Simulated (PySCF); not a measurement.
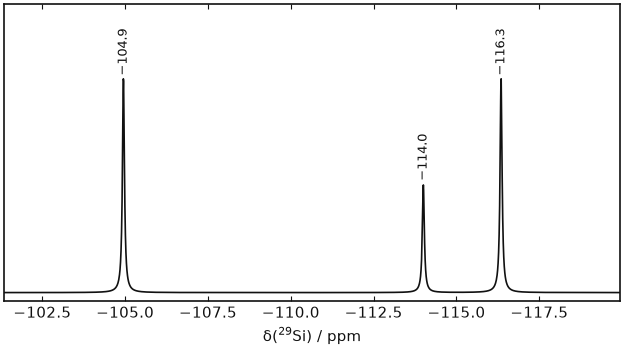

GIAO shifts, BP86/pcSseg-1 with PySCF, at a PBE0-D3(BJ)/def2-SVP geometry (no frequency check), against TMS for ²⁹Si computed at the same level. Gas phase, fully decoupled, line heights follow the number of nuclei, widths are arbitrary (no quadrupolar broadening); values of one conformer, averaged over nuclei that symmetry or rotation about single bonds exchange, these motions taken as fast; other conformers aren't averaged in.

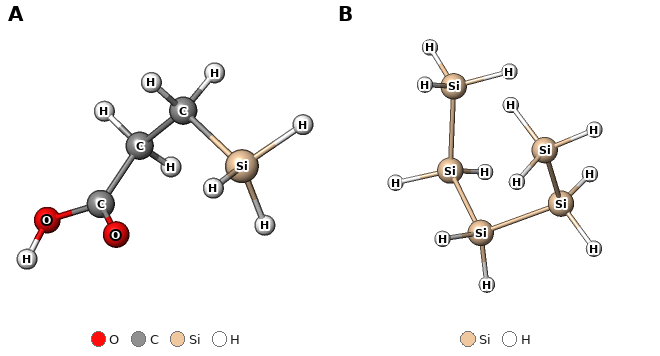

Question: Which molecule was computed? Choose among the lettered structures.

Answer: Structure B, Si₅H₁₂, SMILES [SiH3][SiH2][SiH2][SiH2][SiH3]. Its ²⁹Si signals: −104.9 (2 Si), −114.0 (1 Si), −116.3 (2 Si) ppm.
